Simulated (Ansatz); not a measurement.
B$_{4}$H$_{3}$: geometry relaxation (part 1 of 2)

B$_{4}$H$_{3}$, multiplicity 2, computed with UKS B3LYP-D4/def2-TZVP (Ansatz 0.2.0).

The geometry: GFN1-xTB start. Figures and captions count atoms from 1; the log counts them from 0 in places.

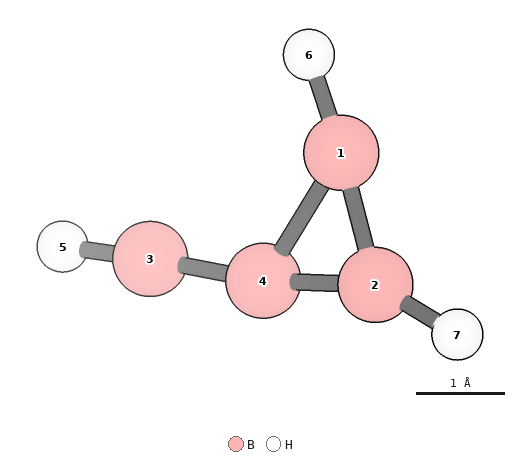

Figure 1. The structure as given in the input (ball-and-stick view, seen at a tilt; atoms are numbered from 1 in the order of the input).

### The input
```yaml
crystal:
  periodic: [false, false, false]
  atoms:
    - {symbol: B, position_ang: [-0.409600, 1.094110, 0.435910]}
    - {symbol: B, position_ang: [-0.096310, 0.911980, -1.092770]}
    - {symbol: B, position_ang: [0.471330, -1.670700, 0.446710]}
    - {symbol: B, position_ang: [0.184650, -0.446240, -0.412190]}
    - {symbol: H, position_ang: [0.696950, -2.651500, 1.067830]}
    - {symbol: H, position_ang: [-0.609610, 1.157960, 1.608360]}
    - {symbol: H, position_ang: [-0.237410, 1.604380, -2.053860]}
basis:
  gaussian: {orbitals: def2-TZVP}
magnetization: {spin_polarized: true, initial_magnetization: 1}
hamiltonian: {xc: {name: B3LYP}, dispersion: d4}
scf: {lower_state_search: "off"}
output: {orbitals: {seedname: orbitals}}
relax: {f_tol: 0.02, max_steps: 100}
```

Launch command:
```bash
ansatz run in.yaml --threads 4 --pin off --events-out ev --progress --plain --max-ram 3916MiB
```

### What the program printed
```
Functional definition: B3LYP
  name "B3LYP"
  cite "Stephens, Devlin, Chabalowski & Frisch, J. Phys. Chem. 98, 11623 (1994) doi:10.1021/j100096a001"
  cite "Becke, Phys. Rev. A 38, 3098 (1988) doi:10.1103/PhysRevA.38.3098"
  cite "Lee, Yang & Parr, Phys. Rev. B 37, 785 (1988) doi:10.1103/PhysRevB.37.785"
  cite "Vosko, Wilk & Nusair, Can. J. Phys. 58, 1200 (1980) doi:10.1139/p80-159"
  parameter a0 = 0.2
  parameter ax = 0.72
  parameter ac = 0.81
  exchange = (1 - a0 - ax)*slater_x + ax*b88_x + a0*exact_x
  correlation = (1 - ac)*vwn_rpa_c + ac*lyp_c
these checks for a lower state are left out or cut short: stability, starts, cluster_reference, orbital_swaps, neighbouring_geometries, increment
808 factors; their error is unknown
mean field evaluation 1: about -2743.5153 eV, gradient 3.1e1 eV
mean field evaluation 2: about -2703.4001 eV, gradient 7.1e1 eV
mean field evaluation 4: about -2749.0148 eV, gradient 1.3e1 eV
mean field evaluation 8: about -2750.3296 eV, gradient 2.0e-1 eV
mean field evaluation 16: about -2750.3229 eV, gradient 1.7e-3 eV
mean field -2750.32290455 eV, -101.0725025062 hartree, gradient 1.3e-6 eV, S^2 0.760525; 0 other end points of the search recorded, 0 dependent functions left out
the calculation of the forces begins
reference -2750.32316604 eV, -101.0725121159 hartree; 12, 11 occupied and 130, 131 virtual orbitals, 808 factors
relax step   1: F+E_penalty+E_count = -2750.51241985 eV  Δ(F+E_penalty+E_count) = +0.000e0 eV  max|allowed force component| = 5.951e-1 eV/Å  Δτ_max = 0.0000 Å  (26 SCF iters, accepted)
these checks for a lower state are left out or cut short: stability, starts, cluster_reference, orbital_swaps, neighbouring_geometries, increment
808 factors; their error is unknown
mean field evaluation 32: about -2750.3357 eV, gradient 4.4e0 eV
mean field -2750.39468204 eV, -101.0751402804 hartree, gradient 1.9e-6 eV, S^2 0.759266; 0 other end points of the search recorded, 0 dependent functions left out
the calculation of the forces begins
reference -2750.39494259 eV, -101.0751498556 hartree; 12, 11 occupied and 130, 131 virtual orbitals, 808 factors
relax step   2: F+E_penalty+E_count = -2750.58576526 eV  Δ(F+E_penalty+E_count) = -7.335e-2 eV  max|allowed force component| = 5.051e-1 eV/Å  Δτ_max = 0.0869 Å  (29 SCF iters, accepted)
these checks for a lower state are left out or cut short: stability, starts, cluster_reference, orbital_swaps, neighbouring_geometries, increment
808 factors; their error is unknown
mean field -2750.54803769 eV, -101.0807759966 hartree, gradient 3.0e-6 eV, S^2 0.757173; 0 other end points of the search recorded, 0 dependent functions left out
the calculation of the forces begins
reference -2750.54829618 eV, -101.0807854960 hartree; 12, 11 occupied and 130, 131 virtual orbitals, 808 factors
relax step   3: F+E_penalty+E_count = -2750.74251350 eV  Δ(F+E_penalty+E_count) = -1.567e-1 eV  max|allowed force component| = 7.102e-1 eV/Å  Δτ_max = 0.1952 Å  (31 SCF iters, accepted)
these checks for a lower state are left out or cut short: stability, starts, cluster_reference, orbital_swaps, neighbouring_geometries, increment
808 factors; their error is unknown
mean field -2750.77507583 eV, -101.0891194944 hartree, gradient 1.6e-6 eV, S^2 0.756136; 0 other end points of the search recorded, 0 dependent functions left out
the calculation of the forces begins
reference -2750.77533346 eV, -101.0891289622 hartree; 12, 11 occupied and 130, 131 virtual orbitals, 808 factors
relax step   4: F+E_penalty+E_count = -2750.97243612 eV  Δ(F+E_penalty+E_count) = -2.299e-1 eV  max|allowed force component| = 1.241e0 eV/Å  Δτ_max = 0.1952 Å  (31 SCF iters, accepted)
these checks for a lower state are left out or cut short: stability, starts, cluster_reference, orbital_swaps, neighbouring_geometries, increment
808 factors; their error is unknown
mean field evaluation 64: about -2751.1605 eV, gradient 2.3e-6 eV
mean field -2751.16053802 eV, -101.1032849685 hartree, gradient 2.3e-6 eV, S^2 0.756600; 0 other end points of the search recorded, 0 dependent functions left out
the calculation of the forces begins
reference -2751.16079202 eV, -101.1032943029 hartree; 12, 11 occupied and 130, 131 virtual orbitals, 808 factors
relax step   5: F+E_penalty+E_count = -2751.34701406 eV  Δ(F+E_penalty+E_count) = -3.746e-1 eV  max|allowed force component| = 1.681e0 eV/Å  Δτ_max = 0.1952 Å  (30 SCF iters, accepted)
these checks for a lower state are left out or cut short: stability, starts, cluster_reference, orbital_swaps, neighbouring_geometries, increment
808 factors; their error is unknown
mean field -2751.45089705 eV, -101.1139554663 hartree, gradient 1.6e-6 eV, S^2 0.758681; 0 other end points of the search recorded, 0 dependent functions left out
the calculation of the forces begins
reference -2751.45114839 eV, -101.1139647026 hartree; 12, 11 occupied and 130, 131 virtual orbitals, 808 factors
relax step   6: F+E_penalty+E_count = -2751.63279967 eV  Δ(F+E_penalty+E_count) = -2.858e-1 eV  max|allowed force component| = 1.029e0 eV/Å  Δτ_max = 0.1585 Å  (29 SCF iters, accepted)
these checks for a lower state are left out or cut short: stability, starts, cluster_reference, orbital_swaps, neighbouring_geometries, increment
808 factors; their error is unknown
mean field -2751.38894403 eV, -101.1116787347 hartree, gradient 1.2e-6 eV, S^2 0.761156; 0 other end points of the search recorded, 0 dependent functions left out
the calculation of the forces begins
reference -2751.38919707 eV, -101.1116880338 hartree; 12, 11 occupied and 130, 131 virtual orbitals, 808 factors
relax step   7: F+E_penalty+E_count = -2751.57081907 eV  Δ(F+E_penalty+E_count) = +6.198e-2 eV  max|allowed force component| = 2.621e0 eV/Å  Δτ_max = 0.1998 Å  (31 SCF iters, rejected (line search))
these checks for a lower state are left out or cut short: stability, starts, cluster_reference, orbital_swaps, neighbouring_geometries, increment
808 factors; their error is unknown
mean field -2751.56529772 eV, -101.1181596133 hartree, gradient 1.5e-6 eV, S^2 0.761438; 0 other end points of the search recorded, 0 dependent functions left out
the calculation of the forces begins
reference -2751.56555052 eV, -101.1181689036 hartree; 12, 11 occupied and 130, 131 virtual orbitals, 808 factors
relax step   8: F+E_penalty+E_count = -2751.74679523 eV  Δ(F+E_penalty+E_count) = -1.140e-1 eV  max|allowed force component| = 2.872e-1 eV/Å  Δτ_max = 0.0977 Å  (28 SCF iters, accepted)
these checks for a lower state are left out or cut short: stability, starts, cluster_reference, orbital_swaps, neighbouring_geometries, increment
808 factors; their error is unknown
mean field evaluation 96: about -2751.6096 eV, gradient 3.5e-3 eV
mean field -2751.60964697 eV, -101.1197894183 hartree, gradient 1.2e-6 eV, S^2 0.762108; 0 other end points of the search recorded, 0 dependent functions left out
the calculation of the forces begins
reference -2751.60989941 eV, -101.1197986952 hartree; 12, 11 occupied and 130, 131 virtual orbitals, 808 factors
relax step   9: F+E_penalty+E_count = -2751.79147976 eV  Δ(F+E_penalty+E_count) = -4.468e-2 eV  max|allowed force component| = 2.431e-1 eV/Å  Δτ_max = 0.0999 Å  (28 SCF iters, accepted)
these checks for a lower state are left out or cut short: stability, starts, cluster_reference, orbital_swaps, neighbouring_geometries, increment
808 factors; their error is unknown
mean field -2751.64226345 eV, -101.1209880518 hartree, gradient 2.3e-6 eV, S^2 0.762968; 0 other end points of the search recorded, 0 dependent functions left out
the calculation of the forces begins
reference -2751.64251600 eV, -101.1209973328 hartree; 12, 11 occupied and 130, 131 virtual orbitals, 808 factors
relax step  10: F+E_penalty+E_count = -2751.82354585 eV  Δ(F+E_penalty+E_count) = -3.207e-2 eV  max|allowed force component| = 1.816e-1 eV/Å  Δτ_max = 0.1498 Å  (26 SCF iters, accepted)
these checks for a lower state are left out or cut short: stability, starts, cluster_reference, orbital_swaps, neighbouring_geometries, increment
808 factors; their error is unknown
mean field -2751.64622668 eV, -101.1211336978 hartree, gradient 3.0e-6 eV, S^2 0.762746; 0 other end points of the search recorded, 0 dependent functions left out
the calculation of the forces begins
reference -2751.64647888 eV, -101.1211429657 hartree; 12, 11 occupied and 130, 131 virtual orbitals, 808 factors
relax step  11: F+E_penalty+E_count = -2751.82771972 eV  Δ(F+E_penalty+E_count) = -4.174e-3 eV  max|allowed force component| = 2.424e-2 eV/Å  Δτ_max = 0.0405 Å  (25 SCF iters, accepted)
these checks for a lower state are left out or cut short: stability, starts, cluster_reference, orbital_swaps, neighbouring_geometries, increment
808 factors; their error is unknown
mean field -2751.64626555 eV, -101.1211351263 hartree, gradient 2.5e-6 eV, S^2 0.762791; 0 other end points of the search recorded, 0 dependent functions left out
the calculation of the forces begins
reference -2751.64651767 eV, -101.1211443915 hartree; 12, 11 occupied and 130, 131 virtual orbitals, 808 factors
relax step  12: F+E_penalty+E_count = -2751.82777041 eV  Δ(F+E_penalty+E_count) = -5.069e-5 eV  max|allowed force component| = 2.313e-3 eV/Å  Δτ_max = 0.0032 Å  (18 SCF iters, accepted)
```

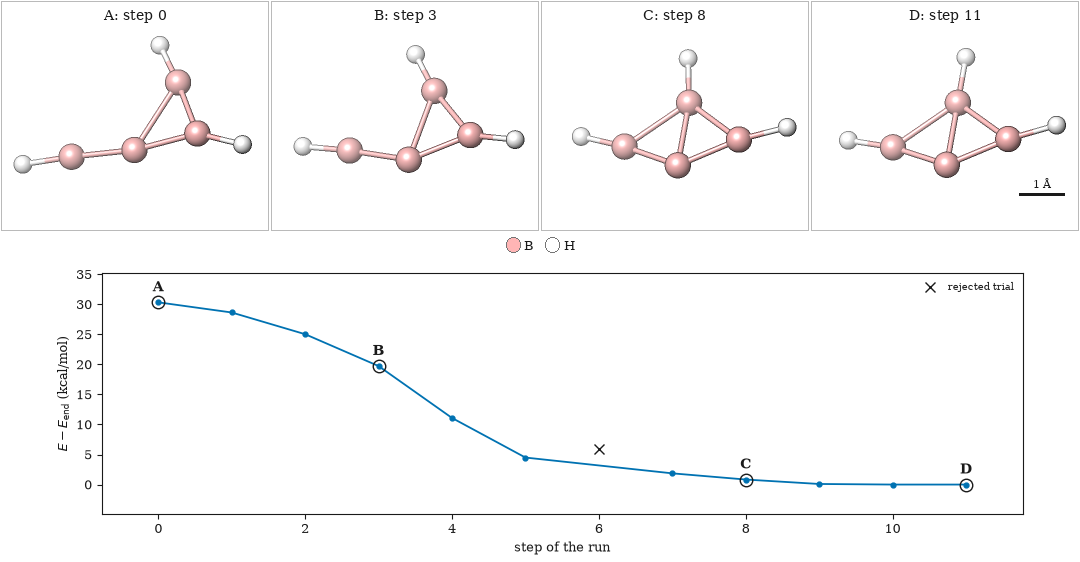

Figure 2. Frames of the relaxation (ball-and-stick view, seen at a tilt) above the curves, on which the letters mark them (the first geometry is step 0 here and step 1 in the log).

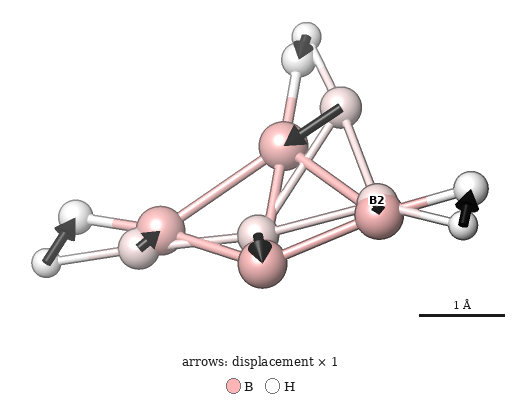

Figure 3. Start (faint) and end (solid) with the displacements as black arrows, at true length (ball-and-stick view, seen at a tilt). The two geometries are laid on each other by the best rigid fit. After 11 geometry steps the energy has fallen by 30.3 kcal/mol. Largest force component: 0.6 eV/Å at the start, 0.0023 eV/Å at the end. The line search rejected the trial step at point 6 (counted from 0) and went back. The atom that moves furthest after the best rigid fit is B1 (0.82 Å). By element the largest moves are B 0.82 Å, H 0.66 Å. Distances before and after: B1–B3 2.902 → 1.759 Å, B1–B4 1.856 → 1.607 Å, B1–B2 1.571 → 1.759 Å, B2–B4 1.545 → 1.520 Å. New bonds form: B1–B3 (2.90 → 1.76 Å). Among the angles that change: B4–B1–H6 123.2° → 180.0°, B1–B4–B3 118.0° → 68.4°, B2–B1–H6 175.9° → 126.6°. (Atoms are counted from 1 in the order of the input.)
